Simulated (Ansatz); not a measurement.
# AlGaHF (singlet): one geometry, many settings at a displaced geometry (v1)

What do other methods and options give for AlGaHF (singlet) at this geometry, and how long do they take?

Method: the settings change from run to run; program: Ansatz 0.2.0, Gaussian basis.

22 further runs of the same task are left out: 2 for a known fault of the program, 6 that didn't finish, 14 set aside as unsound or not needed.

## Step 1: What is computed

The geometry is a PBE0/def2-TZVP stationary point (not a proven minimum) with its atoms shifted at random (size 0.040 Å). No spin-orbit coupling is included. The filled d shell of Ga may be among the frozen orbitals whatever the setting's name suggests; the logs give the count.

4 atoms, charge 0, spin multiplicity 1.

Atoms are counted from 1 here; the program's logs count them from 0.

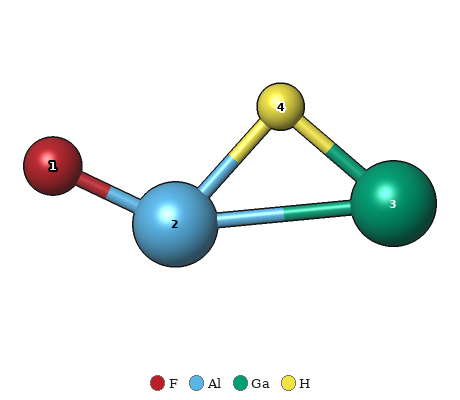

The geometry (fluorine red, aluminium blue, gallium teal, hydrogen yellow); atoms are numbered from 1 in the order of the file.

## Step 2: HF/6-31G*

in.yaml reads:

```yaml
crystal:
  periodic: [false, false, false]
  atoms:
    - {symbol: F, position_ang: [-0.027483, 0.256146, 2.908289]}
    - {symbol: Al, position_ang: [-0.028316, -0.374828, 1.354619]}
    - {symbol: Ga, position_ang: [0.019648, 0.058450, -1.318772]}
    - {symbol: H, position_ang: [-0.083129, 1.162543, 0.145041]}
basis:
  gaussian: {orbitals: "6-31G*"}
magnetization: {spin_polarized: false}
hamiltonian: {xc: hf}
output: {orbitals: {seedname: orbitals}}
```

Launch:

```
ansatz run in.yaml --threads 1 --pin off --events-out ev --progress --plain --max-ram 2393MiB
```

Log:

```text
Functional definition: HF
  name "HF"
  cite "Fock, Z. Phys. 61, 126 (1930) doi:10.1007/BF01340294"
  parent pbe
  exchange = exact_x
  correlation = 0
633 factors; integrals over basis functions are off by at most 7.8e-4 eV
mean field evaluation 1: about -61629.4879 eV, gradient 3.0e1 eV
mean field evaluation 2: about -61629.5088 eV, gradient 3.1e1 eV
mean field evaluation 4: about -61631.6906 eV, gradient 1.9e0 eV
mean field evaluation 8: about -61631.7261 eV, gradient 2.5e-1 eV
mean field -61631.72703173 eV, -2264.9241929312 hartree, gradient 1.0e-5 eV, S^2 0.000000; 0 other end points of the search recorded, 0 dependent functions left out
reference -61631.72703173 eV, -2264.9241929312 hartree; 27, 27 occupied and 44, 44 virtual orbitals, 633 factors
Total energy: -61631.72703173 eV, -2264.9241929312 hartree
```

It took 0.66 s on 1 thread of Arm Neoverse V2, shared host.

## Step 3: CCSD(T) on RHF/cc-pVDZ

in.yaml: that of step 2 with these lines changed.

```diff
@@ -8,5 +8,5 @@
 basis:
-  gaussian: {orbitals: "6-31G*"}
+  gaussian: {orbitals: cc-pVDZ}
 magnetization: {spin_polarized: false}
-hamiltonian: {xc: hf}
-output: {orbitals: {seedname: orbitals}}
+correlation: {method: ccsd_t, electrons: valence}
+output: {forces: true}
```

Same command.

Log, shortened:

```text
Functional definition: HF
  name "HF"
  cite "Fock, Z. Phys. 61, 126 (1930) doi:10.1007/BF01340294"
  parent pbe
[...]
676 factors; integrals over basis functions are off by at most 1.1e-3 eV
[...]
mean field -61638.92463254 eV, -2265.1886998821 hartree, gradient 2.4e-6 eV, S^2 0.000000; 0 other end points of the search recorded, 0 dependent functions left out; unrestricted orbitals would lower it
15 core orbitals not correlated: weight in the atoms' cores, before any rotation towards them, 1.000 or more for the frozen orbitals, at most 0.000 for the correlated occupied ones
reference -61638.92463254 eV, -2265.1886998821 hartree; 12, 12 occupied and 37, 37 virtual orbitals, 676 factors
second order -8.60003358 eV of doubles, -0.00000000 eV of singles
cycle   1  -8.96153846 eV  change   -3.6e-1 eV  update   1.1e-1
[...]
cycle  14  -9.39426392 eV  change    7.7e-8 eV  update   2.0e-6
perturbative correction -0.24869188 eV, -0.0091392580 hartree
[...]
Total energy: -61648.56758834 eV, -2265.5430719717 hartree
Atom 0 at    -0.027483     0.256146     2.908289 Å, force    -0.004136     0.374172     0.828246 eV/Å
Atom 1 at    -0.028316    -0.374828     1.354619 Å, force     0.007052    -0.468118    -0.763641 eV/Å
Atom 2 at     0.019648     0.058450    -1.318772 Å, force    -0.003710     0.017871    -0.016545 eV/Å
Atom 3 at    -0.083129     1.162543     0.145041 Å, force     0.000794     0.076076    -0.048061 eV/Å
Dipole moment:    -0.003397    -0.038539    -0.445651 e Å
```

Run time: 5.5 s. Hardware: 1 thread of Arm Neoverse V2, shared host.

From the report: correlation -9.6430 eV; T1 0.014; largest double amplitude 0.10.

## Step 4: MP2 on UHF/cc-pVDZ

in.yaml: that of step 3 with these lines changed.

```diff
@@ -9,4 +9,4 @@
   gaussian: {orbitals: cc-pVDZ}
-magnetization: {spin_polarized: false}
-correlation: {method: ccsd_t, electrons: valence}
-output: {forces: true}
+magnetization: {spin_polarized: true, initial_magnetization: 0}
+correlation: {method: mp2, electrons: outside_noble_gas}
+scf: {lower_state_search: light}
```

Launched as before.

Log, shortened:

```text
Functional definition: HF
  name "HF"
  cite "Fock, Z. Phys. 61, 126 (1930) doi:10.1007/BF01340294"
  parent pbe
[...]
676 factors; integrals over basis functions are off by at most 1.1e-3 eV
[...]
mean field -61638.92484828 eV, -2265.1887078105 hartree, gradient 2.8e-6 eV, S^2 0.024357; 7 other end points of the search recorded, 0 dependent functions left out
20 core orbitals not correlated, not the lowest: weight in the atoms' cores, before any rotation towards them, 0.999 or more for the frozen orbitals, at most 0.000 for the correlated occupied ones
reference -61638.92484828 eV, -2265.1887078105 hartree; 7, 7 occupied and 37, 37 virtual orbitals, 676 factors
second order -8.09704921 eV of doubles, -0.00000000 eV of singles
Total energy: -61647.02189749 eV, -2265.4862688804 hartree
```

Run time: 3.2 s. Hardware: 1 thread of Arm Neoverse V2, shared host.

From the report: ⟨S²⟩ of the determinant 0.024 (pure singlet: 0.00).

## Step 5: CCSD(T)/6-31G*

in.yaml: that of step 4 with these lines changed.

```diff
@@ -8,5 +8,6 @@
 basis:
-  gaussian: {orbitals: cc-pVDZ}
+  gaussian: {orbitals: "6-31G*"}
 magnetization: {spin_polarized: true, initial_magnetization: 0}
-correlation: {method: mp2, electrons: outside_noble_gas}
+hamiltonian: {xc: {name: B3LYP}}
+correlation: {method: ccsd_t, electrons: outside_noble_gas}
 scf: {lower_state_search: light}
```

Same command.

Log, shortened:

```text
Functional definition: B3LYP
  name "B3LYP"
  cite "Stephens, Devlin, Chabalowski & Frisch, J. Phys. Chem. 98, 11623 (1994) doi:10.1021/j100096a001"
  cite "Becke, Phys. Rev. A 38, 3098 (1988) doi:10.1103/PhysRevA.38.3098"
  cite "Lee, Yang & Parr, Phys. Rev. B 37, 785 (1988) doi:10.1103/PhysRevB.37.785"
  cite "Vosko, Wilk & Nusair, Can. J. Phys. 58, 1200 (1980) doi:10.1139/p80-159"
[...]
633 factors; integrals over basis functions are off by at most 7.8e-4 eV
[...]
mean field -61703.18928184 eV, -2267.5503821837 hartree, gradient 9.9e-6 eV, S^2 0.000000; 2 other end points of the search recorded, 0 dependent functions left out
20 core orbitals not correlated, not the lowest: weight in the atoms' cores, before any rotation towards them, 0.999 or more for the frozen orbitals, at most 0.000 for the correlated occupied ones
reference -61630.92162944 eV, -2264.8945949429 hartree; 7, 7 occupied and 44, 44 virtual orbitals, 633 factors
second order -7.89266906 eV of doubles, -0.35527800 eV of singles
cycle   1  -8.14114946 eV  change    9.4e-2 eV  update   1.2e-1
[...]
cycle  11  -8.58786640 eV  change    7.9e-6 eV  update   1.0e-5
perturbative correction -0.25207669 eV, -0.0092636474 hartree
Total energy: -61639.76157252 eV, -2265.2194568592 hartree
```

It took 5 s on 1 thread of Arm Neoverse V2, shared host.

From the report: ⟨S²⟩ of the determinant 0.000 (pure singlet: 0.00); correlation -8.8399 eV; T1 0.017; largest double amplitude 0.09. The orbitals are Kohn-Sham ones, so correlation energy and T1 don't compare with those on Hartree-Fock orbitals.

## Step 6: CCSD(T) on RHF/def2-mTZVP

in.yaml reads:

```yaml
crystal:
  periodic: [false, false, false]
  atoms:
    - {symbol: F, position_ang: [-0.027483, 0.256146, 2.908289]}
    - {symbol: Al, position_ang: [-0.028316, -0.374828, 1.354619]}
    - {symbol: Ga, position_ang: [0.019648, 0.058450, -1.318772]}
    - {symbol: H, position_ang: [-0.083129, 1.162543, 0.145041]}
basis:
  gaussian: {orbitals: def2-mTZVP}
magnetization: {spin_polarized: false}
correlation: {method: ccsd_t, electrons: outside_noble_gas, diis_vectors: 12}
accuracy: high
scf: {lower_state_search: off}
```

The command is unchanged.

Log, shortened:

```text
Functional definition: HF
  name "HF"
  cite "Fock, Z. Phys. 61, 126 (1930) doi:10.1007/BF01340294"
  parent pbe
[...]
1406 factors; integrals over basis functions are off by at most 1.1e-8 eV
[...]
mean field -61640.92791210 eV, -2265.2623190481 hartree, gradient 8.4e-8 eV, S^2 0.000000; 0 other end points of the search recorded, 0 dependent functions left out
20 core orbitals not correlated, not the lowest: weight in the atoms' cores, before any rotation towards them, 0.999 or more for the frozen orbitals, at most 0.000 for the correlated occupied ones
reference -61640.92791210 eV, -2265.2623190481 hartree; 7, 7 occupied and 53, 53 virtual orbitals, 1406 factors
second order -8.10643769 eV of doubles, -0.00000000 eV of singles
cycle   1  -8.31771915 eV  change   -2.1e-1 eV  update   1.0e-1
[...]
cycle  29  -8.74115518 eV  change  -7.4e-10 eV  update  7.7e-10
perturbative correction -0.25857390 eV, -0.0095024154 hartree
Total energy: -61649.92764117 eV, -2265.5930529913 hartree
Checks for a lower state left out: stability, starts, cluster_reference, orbital_swaps, neighbouring_geometries, increment
```

Run time: 3.8 s. Hardware: 1 thread of Arm Neoverse V2, shared host; peak memory 0.27 GiB.

From the report: correlation -8.9997 eV; T1 0.019; largest double amplitude 0.10.

## Step 7: BCCD on UHF/cc-pVDZ

in.yaml reads:

```yaml
crystal:
  periodic: [false, false, false]
  atoms:
    - {symbol: F, position_ang: [-0.027483, 0.256146, 2.908289]}
    - {symbol: Al, position_ang: [-0.028316, -0.374828, 1.354619]}
    - {symbol: Ga, position_ang: [0.019648, 0.058450, -1.318772]}
    - {symbol: H, position_ang: [-0.083129, 1.162543, 0.145041]}
basis:
  gaussian: {orbitals: cc-pVDZ}
magnetization: {spin_polarized: true, initial_magnetization: 0}
correlation: {method: bccd, electrons: outside_noble_gas}
```

Launched as before.

Log, shortened:

```text
Functional definition: HF
  name "HF"
  cite "Fock, Z. Phys. 61, 126 (1930) doi:10.1007/BF01340294"
  parent pbe
[...]
676 factors; integrals over basis functions are off by at most 1.1e-3 eV
[...]
mean field -61638.92484828 eV, -2265.1887078105 hartree, gradient 2.8e-6 eV, S^2 0.024357; 11 other end points of the search recorded, 0 dependent functions left out
determinant -61638.92484828 eV, -2265.1887078105 hartree, with singles and doubles -61647.81498664 eV, -2265.5154143694 hartree
determinant -61637.30256568 eV, -2265.1290900243 hartree, with singles and doubles -61645.84529921 eV, -2265.4430296912 hartree
determinant -61636.16796336 eV, -2265.0873941584 hartree, with singles and doubles -61644.94218684 eV, -2265.4098409239 hartree
determinant -61635.58954687 eV, -2265.0661377443 hartree, with singles and doubles -61644.47187907 eV, -2265.3925574319 hartree
20 core orbitals not correlated, not the lowest: weight in the atoms' cores, before any rotation towards them, 0.999 or more for the frozen orbitals, at most 0.000 for the correlated occupied ones
reference -61638.92484828 eV, -2265.1887078105 hartree; 7, 7 occupied and 37, 37 virtual orbitals, 676 factors
second order -8.09704921 eV of doubles, -0.00000000 eV of singles
cycle   1  -8.87021562 eV  change    2.0e-2 eV  update   1.3e-2
[...]
cycle  12  -8.86955545 eV  change   -4.2e-6 eV  update   1.6e-5
Total energy: -61647.79440373 eV, -2265.5146579613 hartree
```

It took 13 s on 1 thread of Arm Neoverse V2, shared host.

From the report: ⟨S²⟩ of the determinant 0.024 (pure singlet: 0.00); correlation -8.8696 eV; largest double amplitude 0.10.

## Step 8: MP2 on RHF/cc-pVDZ

in.yaml: that of step 7 with these lines changed.

```diff
@@ -9,3 +9,4 @@
   gaussian: {orbitals: cc-pVDZ}
-magnetization: {spin_polarized: true, initial_magnetization: 0}
-correlation: {method: bccd, electrons: outside_noble_gas}
+magnetization: {spin_polarized: false}
+correlation: {method: mp2, electrons: outside_noble_gas}
+accuracy: high
```

The command is unchanged.

Log:

```text
Functional definition: HF
  name "HF"
  cite "Fock, Z. Phys. 61, 126 (1930) doi:10.1007/BF01340294"
  parent pbe
  exchange = exact_x
  correlation = 0
1322 factors; integrals over basis functions are off by at most 4.5e-9 eV
mean field evaluation 1: about -61636.6201 eV, gradient 3.1e1 eV
mean field evaluation 2: about -61636.6547 eV, gradient 3.1e1 eV
mean field evaluation 4: about -61638.8844 eV, gradient 1.8e0 eV
mean field evaluation 8: about -61638.9239 eV, gradient 2.2e-1 eV
mean field evaluation 16: about -61638.9248 eV, gradient 4.1e-8 eV
mean field -61638.92482060 eV, -2265.1887067932 hartree, gradient 4.1e-8 eV, S^2 0.000000; 0 other end points of the search recorded, 0 dependent functions left out; unrestricted orbitals would lower it
20 core orbitals not correlated, not the lowest: weight in the atoms' cores, before any rotation towards them, 0.999 or more for the frozen orbitals, at most 0.000 for the correlated occupied ones
reference -61638.92482060 eV, -2265.1887067932 hartree; 7, 7 occupied and 37, 37 virtual orbitals, 1322 factors
second order -8.11307392 eV of doubles, -0.00000000 eV of singles
Total energy: -61647.03789451 eV, -2265.4868567603 hartree
```

Run time: 1.8 s. Hardware: 1 thread of Arm Neoverse V2, shared host.

## Step 9: CCSD(T)/cc-pVDZ

in.yaml: that of step 8 with these lines changed.

```diff
@@ -10,3 +10,4 @@
 magnetization: {spin_polarized: false}
-correlation: {method: mp2, electrons: outside_noble_gas}
-accuracy: high
+hamiltonian: {xc: {name: PBE0}}
+correlation: {method: ccsd_t, electrons: outside_noble_gas, diis_vectors: 12}
+output: {forces: true}
```

The command is unchanged.

Log, shortened:

```text
Functional definition: PBE0
  name "PBE0"
  cite "Adamo & Barone, J. Chem. Phys. 110, 6158 (1999) doi:10.1063/1.478522"
  cite "Perdew, Burke & Ernzerhof, Phys. Rev. Lett. 77, 3865 (1996) doi:10.1103/PhysRevLett.77.3865"
  parent pbe
[...]
676 factors; integrals over basis functions are off by at most 1.1e-3 eV
[...]
mean field -61695.49453214 eV, -2267.2676053479 hartree, gradient 5.9e-6 eV, S^2 0.000000; 0 other end points of the search recorded, 0 dependent functions left out
20 core orbitals not correlated, not the lowest: weight in the atoms' cores, before any rotation towards them, 0.999 or more for the frozen orbitals, at most 0.000 for the correlated occupied ones
reference -61638.37559021 eV, -2265.1685229486 hartree; 7, 7 occupied and 37, 37 virtual orbitals, 676 factors
second order -8.51148177 eV of doubles, -0.26796350 eV of singles
cycle   1  -8.76196449 eV  change    4.9e-3 eV  update   1.1e-1
[...]
cycle  13  -9.20025054 eV  change   -8.5e-7 eV  update   1.8e-6
perturbative correction -0.25253958 eV, -0.0092806583 hartree
[...]
Total energy: -61647.82838033 eV, -2265.5159065781 hartree
Atom 0 at    -0.027483     0.256146     2.908289 Å, force    -0.003987     0.386669     0.848948 eV/Å
Atom 1 at    -0.028316    -0.374828     1.354619 Å, force     0.004877    -0.488140    -0.701835 eV/Å
Atom 2 at     0.019648     0.058450    -1.318772 Å, force     0.002404    -0.012641    -0.169393 eV/Å
Atom 3 at    -0.083129     1.162543     0.145041 Å, force    -0.003293     0.114112     0.022280 eV/Å
Dipole moment:    -0.003409    -0.035350    -0.449906 e Å
```

It took 5.5 s on 1 thread of Arm Neoverse V2, shared host.

From the report: correlation -9.4528 eV; T1 0.015; largest double amplitude 0.10. The orbitals are Kohn-Sham ones, so correlation energy and T1 don't compare with those on Hartree-Fock orbitals.

## Step 10: CCSDT on UHF/6-31G

in.yaml reads:

```yaml
crystal:
  periodic: [false, false, false]
  atoms:
    - {symbol: F, position_ang: [-0.027483, 0.256146, 2.908289]}
    - {symbol: Al, position_ang: [-0.028316, -0.374828, 1.354619]}
    - {symbol: Ga, position_ang: [0.019648, 0.058450, -1.318772]}
    - {symbol: H, position_ang: [-0.083129, 1.162543, 0.145041]}
basis:
  gaussian: {orbitals: 6-31G}
magnetization: {spin_polarized: true, initial_magnetization: 0}
correlation: {method: ccsdt, electrons: outside_noble_gas}
```

The command is unchanged.

Log, shortened:

```text
Functional definition: HF
  name "HF"
  cite "Fock, Z. Phys. 61, 126 (1930) doi:10.1007/BF01340294"
  parent pbe
[...]
913 factors; integrals over basis functions are off by at most 1.3e-7 eV
[...]
mean field -61629.34273689 eV, -2264.8365717120 hartree, gradient 2.1e-6 eV, S^2 0.000000; 8 other end points of the search recorded, 0 dependent functions left out
determinant -61629.34273689 eV, -2264.8365717120 hartree, with singles and doubles -61635.14164477 eV, -2265.0496776459 hartree
determinant -61627.35190357 eV, -2264.7634099369 hartree, with singles and doubles -61632.97406020 eV, -2264.9700203820 hartree
determinant -61626.50020039 eV, -2264.7321104221 hartree, with singles and doubles -61632.39456839 eV, -2264.9487244510 hartree
20 core orbitals not correlated, not the lowest: weight in the atoms' cores, before any rotation towards them, 0.998 or more for the frozen orbitals, at most 0.001 for the correlated occupied ones
reference -61629.34273689 eV, -2264.8365717120 hartree; 7, 7 occupied and 26, 26 virtual orbitals, 913 factors
second order -5.22976577 eV of doubles, -0.00000000 eV of singles
cycle   1  -5.43692864 eV  change   -2.1e-1 eV  update   1.1e-1
[...]
cycle  18  -5.94524750 eV  change    8.0e-7 eV  update   1.2e-6
Total energy: -61635.28798439 eV, -2265.0550555277 hartree
```

Run time: 22 s. Hardware: 1 thread of Arm Neoverse V2, shared host; peak memory 0.29 GiB.

From the report: ⟨S²⟩ of the determinant 0.000 (pure singlet: 0.00); correlation -5.9452 eV; T1 0.019; largest double amplitude 0.10.

## Step 11: All runs side by side

```
                             level         correlated  functions  energy (eV)    time
                         HF/6-31G*                            71  -61631.7270  0.66 s
            CCSD(T) on RHF/cc-pVDZ            valence         64  -61648.5676   5.5 s
                MP2 on UHF/cc-pVDZ  outside noble gas         64  -61647.0219   3.2 s
CCSD(T)/6-31G* (on B3LYP orbitals)  outside noble gas         71  -61639.7616     5 s
         CCSD(T) on RHF/def2-mTZVP  outside noble gas         80  -61649.9276   3.8 s
               BCCD on UHF/cc-pVDZ  outside noble gas         64  -61647.7944    13 s
                MP2 on RHF/cc-pVDZ  outside noble gas         64  -61647.0379   1.8 s
CCSD(T)/cc-pVDZ (on PBE0 orbitals)  outside noble gas         64  -61647.8284   5.5 s
                CCSDT on UHF/6-31G  outside noble gas         53  -61635.2880    22 s
```

## Step 12: Results

```
quantity                     value
    runs                         9
quickest         HF/6-31G*, 0.66 s
 slowest  CCSDT on UHF/6-31G, 22 s
```

**Reading.** Total energies in different bases, with other cores or another treatment of relativity can't be set against each other. CCSDT on UHF/6-31G took 33 times as long as HF/6-31G*; the jobs differ in more than the method.
